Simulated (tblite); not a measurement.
**Run report: C5H10AlBrO, frequency calculation**

The run: frequency calculation of C5H10AlBrO, SMILES C=C[O][Al]([Br])[CH](C)C. Method and program: GFN2-xTB harmonic vibrations, gas phase (tblite 0.8.0).

It belongs to a series of runs on one base structure; here: H on Al replaced by iPr.

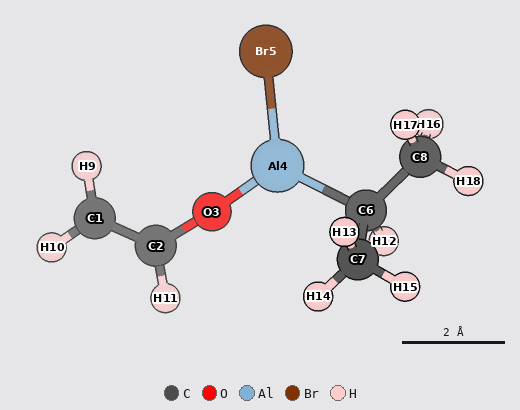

Fig. 1: The structure (ball-and-stick view, seen at a tilt; atoms are numbered from 1 in the order of the input). Sticks mark near contacts.

The input
```
{"job": {"kind": "ir", "xc": "GFN2-xTB", "basis": "xTB"}, "charge": 0, "multiplicity": 1}
C      4.042180     0.031686    -0.054144
C      2.922661    -0.428801     0.471143
O      1.707650     0.117408     0.240701
Al     0.271203     0.858920    -0.102748
Br     0.314354     2.920165    -1.039654
C     -1.482591    -0.055579     0.307107
C     -1.636470    -1.383535    -0.449244
C     -2.658427     0.881676     0.012003
H      4.042119     0.887565    -0.707551
H      4.984167    -0.436982     0.159110
H      2.894531    -1.287805     1.132469
H     -1.506922    -0.300379     1.381020
H     -1.705840    -1.213848    -1.523006
H     -0.784350    -2.036737    -0.262014
H     -2.541101    -1.901936    -0.128214
H     -2.584431     1.797319     0.599440
H     -2.682776     1.160912    -1.041551
H     -3.604717     0.396269     0.253515
```

The first line tells a small driver script what to run in tblite; the rest is the geometry in Å.

Machine: 1 CPU thread, shared host.

Command:
```bash
OMP_NUM_THREADS=1 python <driver script> task.json out
```

Output
```
mode    cm-1     km/mol
  1      -9.5      0.04
  2      -1.2      0.35
  3      52.5      0.71
  4      69.0      2.89
  5      88.6      2.32
  6     146.7     11.62
  7     169.2      0.72
  8     200.4      2.87
  9     220.0      9.68
 10     249.9      8.07
 11     253.5     21.12
 12     361.1     20.08
 13     377.5      7.05
 14     480.4     17.76
 15     580.1     80.28
 16     682.1      2.73
 17     684.3     49.65
 18     843.1     14.27
 19     909.5      7.87
 20     929.2      5.47
 21     978.7      6.44
 22     990.5     19.26
 23     994.4      7.83
 24    1012.2     36.70
 25    1109.1      0.63
 26    1155.1      8.61
 27    1219.5     84.43
 28    1233.6    381.76
 29    1289.9      0.16
 30    1294.5     10.92
 31    1379.6     41.16
 32    1405.2      2.33
 33    1417.5      0.92
 34    1487.5      1.34
 35    1496.7      5.65
 36    1498.5      6.03
 37    1503.4      4.61
 38    1699.2    162.88
 39    2837.0     33.14
 40    2986.0     12.01
 41    2990.6    105.33
 42    2995.6     24.59
 43    3001.2     28.20
 44    3005.9     29.97
 45    3010.5     19.50
 46    3022.4     52.41
 47    3113.9     11.41
 48    3161.5     33.16
```

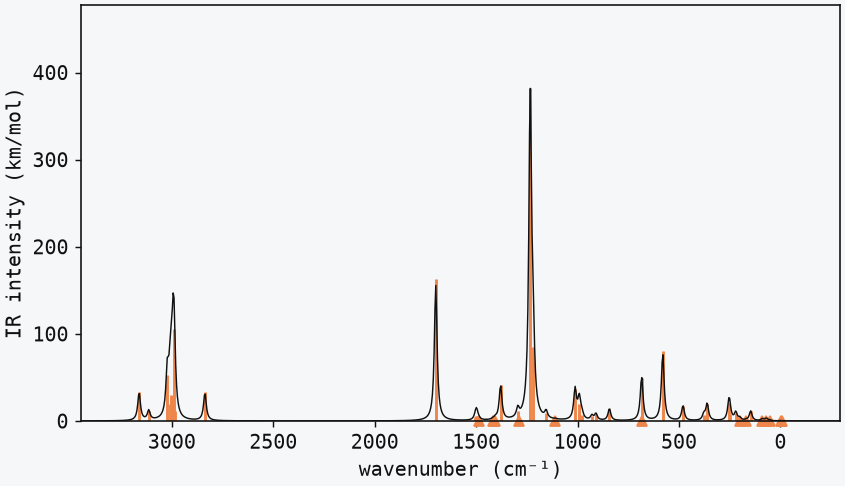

Fig. 2: Harmonic infrared spectrum, unscaled: sticks (degenerate modes added up, dark ones marked on the axis) with a Lorentzian envelope of 16 cm⁻¹ full width, scaled to the tallest stick; imaginary modes are drawn at negative wavenumbers. 48 modes from 10i to 3162 cm⁻¹, 1 imaginary beyond 8i (10i cm⁻¹): not a clean minimum; so soft a mode can be a shallow saddle, an incomplete relaxation or noise of the force constants. The strongest line is at 1234 cm⁻¹ (382 km/mol).

Results in brief

| quantity | value |
| --- | --- |
| outcome | converged |
| total energy | −683.3568 eV |
| zero-point energy | 86.6130 kcal/mol |
| wall time | 1.3 s |
| peak memory | 0.18 GiB |
